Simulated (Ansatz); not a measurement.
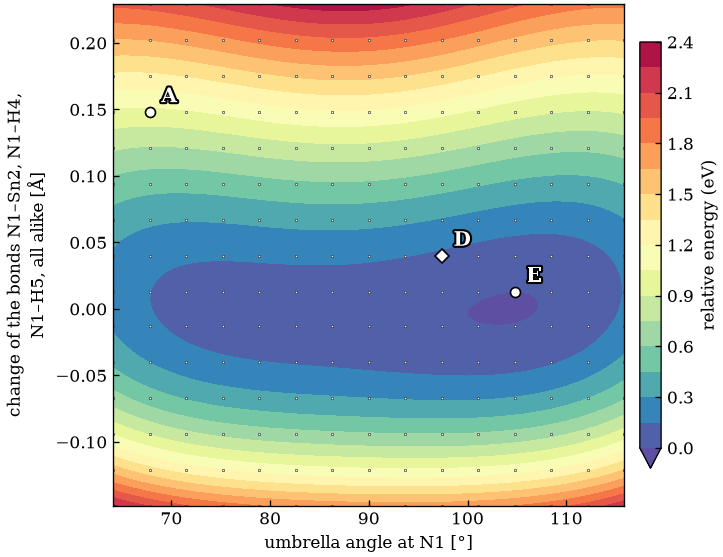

FH3NSn, SMILES [NH2][SnH][F], spin multiplicity 2. 
- The first coordinate is: umbrella angle at N1 (between each of its bonds and their common axis; 90 is planar); the second: change of the bonds N1–Sn2, N1–H4, N1–H5, all alike.
- Nothing is relaxed (all other coordinates rigid).
- The grid has 15 × 15 points.
- Points are written as (first, second).
- Energies: eV, counted from the lowest grid point.
- Computed with Ansatz, UHF/def2-SVP.

The picture shows filled contours, dots at the grid points, lettered points. Between grid points the surface is interpolated.

### What kind of point is each of A, D, E: minimum, saddle, maximum or slope?

A: on a slope; D: on a slope; E: minimum. (In these two coordinates alone; a stationary point may lie a little off the grid point.)

### Rank the lettered points by energy, lowest first.

E (0.00 eV), D (0.13 eV), A (1.01 eV).
